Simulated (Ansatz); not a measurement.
**Geometry relaxation, with input and output: CH8BNO (part 2 of 2)**

The same run, continued: CH8BNO; RKS B3LYP-D4/6-31G* (Ansatz 0.2.0). It belongs to a series of runs on one base structure; here: end point A relaxed.

Geometry of the input (Å):
```
B  0.2336  -0.5625  0.2053
O  -0.5848  -0.4807  1.3248
H  -1.5189  -0.4257  1.0736
H  1.3951  -0.7331  0.4149
H  -0.2459  -0.5925  -0.8922
N  0.3898  2.1521  0.5665
H  1.2351  2.6376  0.8607
C  -0.5909  3.0952  0.0301
H  -1.4890  2.5422  -0.2690
H  -0.9021  3.8978  0.7204
H  -0.1851  3.5659  -0.8716
H  0.0150  1.6512  1.3926
```

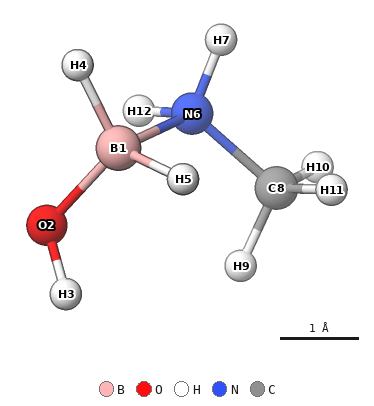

The geometry at step 10 of the log (ball-and-stick view, seen at a tilt; atoms are numbered from 1 in the order of the input).

## Trajectory as extended XYZ, continued
```
12
Properties=species:S:1:pos:R:3:forces:R:3 step=4 energy=-5381.95464
B     0.2320   -0.1014    0.2289   -0.5568   0.6968   0.7252
O    -0.6336   -0.5070    1.2857    0.0236  -0.0008  -0.5840
H    -1.5554   -0.5171    0.9734    0.3116  -0.0577   0.0984
H     1.3954   -0.2646    0.4530    0.1216  -0.2030  -0.0770
H    -0.2003   -0.0561   -0.8915    0.0448  -0.0877  -0.1243
N     0.2890    1.8825    0.6583    0.4433   0.2905  -0.1213
H     1.2573    2.2356    0.6957   -0.4116  -0.2960   0.0349
C    -0.5741    2.8922    0.0243   -0.4037   0.3520  -0.4221
H    -1.5876    2.4620   -0.0942    0.3921   0.1797   0.0121
H    -0.6712    3.8532    0.5928    0.1626  -0.6414  -0.2508
H    -0.1802    3.1310   -0.9844   -0.2104  -0.1668   0.4451
H    -0.0193    1.7371    1.6139    0.0830  -0.0659   0.2638
12
Properties=species:S:1:pos:R:3:forces:R:3 step=5 energy=-5382.10652
B     0.2113    0.0895    0.2604    0.1128   0.3032   0.0252
O    -0.6289   -0.4722    1.2558   -0.7057  -0.1380   0.1302
H    -1.5458   -0.5320    0.9331    0.3743  -0.0303   0.1260
H     1.3723   -0.1836    0.4466    0.1270  -0.0670  -0.1218
H    -0.1997    0.0820   -0.8748    0.0334   0.0728  -0.1976
N     0.2738    1.8206    0.6903    0.2708   0.2858   0.2396
H     1.2541    2.1303    0.6679   -0.3132  -0.1558   0.0901
C    -0.5732    2.8244    0.0156   -0.4140   0.4160  -0.3142
H    -1.5983    2.4230   -0.0704    0.3607   0.1029   0.0085
H    -0.6231    3.7987    0.5577    0.1205  -0.5859  -0.2202
H    -0.1849    3.0147   -1.0016   -0.1584  -0.1848   0.3862
H    -0.0056    1.7521    1.6756    0.1917  -0.0190  -0.1519
12
Properties=species:S:1:pos:R:3:forces:R:3 step=6 energy=-5382.05409 accepted=F
B     0.2151    0.2437    0.2730   -0.5918  -1.4758   0.5468
O    -0.6983   -0.4286    1.2531    0.3245   0.6056  -0.8327
H    -1.5901   -0.5319    0.8779    0.3806   0.0277   0.0321
H     1.3708   -0.1159    0.4348   -0.1343  -0.1503  -0.0895
H    -0.1600    0.2765   -0.8850    0.0121  -0.1027  -0.0088
N     0.2883    1.7827    0.7298    0.1650   1.0517   0.5784
H     1.2684    2.0727    0.6508   -0.2128   0.0667   0.1091
C    -0.5804    2.7439    0.0125   -0.2548   0.4179  -0.0711
H    -1.6033    2.3443   -0.0106    0.2382   0.0431   0.0303
H    -0.5854    3.7335    0.5048    0.0088  -0.3003  -0.1459
H    -0.2227    2.8566   -1.0214   -0.0802  -0.1337   0.2884
H     0.0496    1.7701    1.7363    0.1447  -0.0500  -0.4373
12
Properties=species:S:1:pos:R:3:forces:R:3 step=7 energy=-5382.15698
B     0.2118    0.1367    0.2658   -0.1104  -0.0477   0.2528
O    -0.6680   -0.4503    1.2447   -0.1517   0.1181  -0.2127
H    -1.5653   -0.5399    0.8872    0.2262   0.0133   0.0543
H     1.3670   -0.2028    0.4262   -0.0205   0.0810  -0.0204
H    -0.1770    0.1578   -0.8849    0.0023   0.0906  -0.0270
N     0.2899    1.8370    0.7268    0.0197  -0.1743  -0.0322
H     1.2618    2.1413    0.6785    0.0133   0.0159   0.0231
C    -0.5827    2.7958    0.0161   -0.0663   0.1181  -0.0409
H    -1.5968    2.3857   -0.0279    0.0935   0.0011   0.0348
H    -0.6082    3.7757    0.5152   -0.0030  -0.1220  -0.0804
H    -0.2164    2.9233   -1.0084   -0.0404  -0.0814   0.1242
H     0.0360    1.7871    1.7167    0.0373  -0.0125  -0.0756
12
Properties=species:S:1:pos:R:3:forces:R:3 step=8 energy=-5382.17265
B     0.2089    0.1803    0.2804    0.0787  -0.0046  -0.0718
O    -0.7073   -0.3991    1.2245   -0.1293  -0.0022  -0.0408
H    -1.5816   -0.5053    0.8265    0.0808  -0.0090   0.0187
H     1.3598   -0.1777    0.4441   -0.0450  -0.0663  -0.0088
H    -0.1576    0.2453   -0.8810    0.0312  -0.0826   0.0079
N     0.3128    1.8250    0.7385   -0.0850   0.0351  -0.0405
H     1.2786    2.1369    0.6712    0.1099   0.0640  -0.0382
C    -0.5895    2.7537    0.0227    0.0680  -0.0493   0.0581
H    -1.5938    2.3297    0.0260   -0.0479  -0.0283   0.0477
H    -0.6036    3.7427    0.4843   -0.0296   0.1228   0.0256
H    -0.2541    2.8341   -1.0114    0.0093  -0.0186  -0.0371
H     0.0796    1.7818    1.7304   -0.0411   0.0390   0.0791
12
Properties=species:S:1:pos:R:3:forces:R:3 step=9 energy=-5382.18484
B     0.2172    0.1857    0.2870   -0.0127  -0.0872  -0.0642
O    -0.7442   -0.3744    1.2015   -0.0647   0.0403  -0.0586
H    -1.5953   -0.4978    0.7616    0.0676   0.0016   0.0204
H     1.3540   -0.1994    0.4817   -0.0254   0.0014   0.0339
H    -0.1108    0.2352   -0.8879    0.0381  -0.0112   0.0332
N     0.3272    1.8330    0.7404    0.0073   0.0092  -0.0284
H     1.2911    2.1519    0.6465    0.0233   0.0242  -0.0252
C    -0.5991    2.7471    0.0368   -0.0057  -0.0512   0.0012
H    -1.6032    2.3204    0.0946    0.0196   0.0238   0.0336
H    -0.5968    3.7525    0.4686   -0.0127   0.0249   0.0047
H    -0.3034    2.7921   -1.0135   -0.0198   0.0009   0.0271
H     0.1152    1.8013    1.7387   -0.0149   0.0234   0.0224
12
Properties=species:S:1:pos:R:3:forces:R:3 step=10 energy=-5382.19442
B     0.2385    0.1882    0.3044   -0.1461  -0.1072   0.0556
O    -0.8533   -0.2955    1.1338   -0.1261   0.0595  -0.5568
H    -1.6382   -0.4615    0.5792    0.4261   0.0934   0.2998
H     1.3399   -0.2356    0.6282   -0.1840   0.0597   0.0054
H     0.0379    0.2129   -0.9086    0.0522   0.0010   0.2370
N     0.3690    1.8440    0.7295    0.1297   0.0191   0.0054
H     1.3235    2.1799    0.5545   -0.2477  -0.0920   0.0272
C    -0.6304    2.7228    0.0763   -0.2703  -0.0758  -0.1764
H    -1.6306    2.2997    0.2867    0.4346   0.2001  -0.0723
H    -0.5755    3.7610    0.4405   -0.0376  -0.2173  -0.0812
H    -0.4566    2.6908   -1.0144   -0.0691   0.0330   0.4499
H     0.2277    1.8409    1.7459    0.0382   0.0265  -0.1937
12
Properties=species:S:1:pos:R:3:forces:R:3 step=11 energy=-5382.21527
B     0.2413    0.1934    0.3130   -0.0535  -0.1023  -0.0297
O    -0.8721   -0.2710    1.1098   -0.0341   0.0322  -0.2135
H    -1.6353   -0.4377    0.5392    0.1134   0.0247   0.1043
H     1.3226   -0.2422    0.6729   -0.0764   0.0557   0.0113
H     0.0769    0.2049   -0.9010    0.0376   0.0019   0.1202
N     0.3759    1.8413    0.7188    0.0732   0.0358   0.0020
H     1.3225    2.1760    0.5203   -0.1133  -0.0420   0.0006
C    -0.6402    2.7144    0.0857   -0.1197  -0.0850  -0.0643
H    -1.6264    2.2922    0.3180    0.1902   0.0863  -0.0181
H    -0.5810    3.7490    0.4444   -0.0204  -0.0655  -0.0216
H    -0.4923    2.6819   -1.0010   -0.0121   0.0158   0.2009
H     0.2600    1.8453    1.7359    0.0152   0.0422  -0.0921
12
Properties=species:S:1:pos:R:3:forces:R:3 step=12 energy=-5382.22424
B     0.2422    0.1641    0.3341   -0.0078   0.3260   0.0937
O    -0.9529   -0.2180    1.0350   -0.0092  -0.0770  -0.0676
H    -1.6480   -0.4455    0.4072   -0.0285   0.0346  -0.0094
H     1.2653   -0.2547    0.8393    0.0304  -0.0365  -0.0533
H     0.2097    0.1615   -0.8839   -0.0116  -0.1315  -0.0090
N     0.4020    1.8457    0.6788   -0.1081   0.0907   0.1158
H     1.3211    2.1698    0.3807    0.0780  -0.0131  -0.0053
C    -0.6635    2.7120    0.1252    0.0415  -0.1107  -0.0815
H    -1.6170    2.2827    0.4285   -0.0778  -0.0648   0.0077
H    -0.6012    3.7474    0.4767    0.0849  -0.0263  -0.0032
H    -0.5847    2.6782   -0.9625   -0.0615   0.0450  -0.0387
H     0.3790    1.9042    1.6971    0.0697  -0.0364   0.0508
12
Properties=species:S:1:pos:R:3:forces:R:3 step=13 energy=-5382.22984
B     0.2565    0.1776    0.3533   -0.1173  -0.0985  -0.1257
O    -0.9658   -0.2416    0.9875    0.0927   0.0610   0.1148
H    -1.6721   -0.3429    0.3394    0.0418  -0.0113  -0.0561
H     1.2679   -0.2456    0.8832   -0.0668  -0.0088   0.0364
H     0.2749    0.1300   -0.8668    0.0126   0.0544   0.0043
N     0.3984    1.8416    0.6831    0.1438   0.1031  -0.0666
H     1.3065    2.1592    0.3409    0.0228  -0.0341  -0.0025
C    -0.6821    2.6943    0.1374   -0.0562  -0.0361   0.1502
H    -1.6290    2.2769    0.4866    0.0180   0.0203  -0.0223
H    -0.5891    3.7360    0.4623   -0.0103  -0.0221  -0.0003
H    -0.6473    2.6444   -0.9517    0.0147  -0.0491  -0.0288
H     0.4332    1.9176    1.7010   -0.0959   0.0212  -0.0033
12
Properties=species:S:1:pos:R:3:forces:R:3 step=14 energy=-5382.23440
B     0.2510    0.1821    0.3449    0.0228  -0.0079   0.0363
O    -0.9694   -0.2225    0.9878   -0.0276   0.0050  -0.0139
H    -1.6570   -0.3746    0.3284    0.0203   0.0128   0.0161
H     1.2557   -0.2502    0.8784   -0.0045  -0.0110  -0.0043
H     0.2679    0.1480   -0.8735   -0.0046   0.0131  -0.0236
N     0.4063    1.8476    0.6870   -0.0424   0.0005  -0.0329
H     1.3182    2.1640    0.3548    0.0015   0.0028   0.0054
C    -0.6799    2.6917    0.1413    0.0582   0.0431  -0.0132
H    -1.6240    2.2924    0.5120   -0.0154  -0.0508   0.0023
H    -0.5780    3.7407    0.4377    0.0035  -0.0032  -0.0002
H    -0.6579    2.6111   -0.9477   -0.0175  -0.0083   0.0073
H     0.4190    1.9173    1.7051    0.0057   0.0039   0.0207
12
Properties=species:S:1:pos:R:3:forces:R:3 step=15 energy=-5382.23495
B     0.2540    0.1829    0.3475   -0.0071   0.0173  -0.0151
O    -0.9721   -0.2112    0.9866   -0.0173  -0.0189   0.0009
H    -1.6615   -0.3474    0.3258    0.0134   0.0007   0.0074
H     1.2539   -0.2610    0.8805   -0.0147   0.0116  -0.0032
H     0.2706    0.1571   -0.8724    0.0017  -0.0175  -0.0046
N     0.4109    1.8480    0.6868    0.0153   0.0033   0.0082
H     1.3210    2.1670    0.3520   -0.0025   0.0037   0.0039
C    -0.6808    2.6841    0.1412    0.0069   0.0095   0.0049
H    -1.6203    2.2698    0.5105    0.0075  -0.0047  -0.0038
H    -0.5896    3.7334    0.4403   -0.0019  -0.0113  -0.0021
H    -0.6596    2.6044   -0.9478   -0.0014  -0.0015   0.0055
H     0.4255    1.9204    1.7053    0.0002   0.0079  -0.0020
```

## Summary

- outcome: converged
- total energy: −5382.2351 eV
- mean-field energy: −5381.9530 eV
- largest force (length of the vector) at the end: 0.026 eV/Å
- hardware: 1 thread of Arm Neoverse V1, 24 GiB of memory available, shared host
- wall time: 53 s
- peak memory: 0.14 GiB
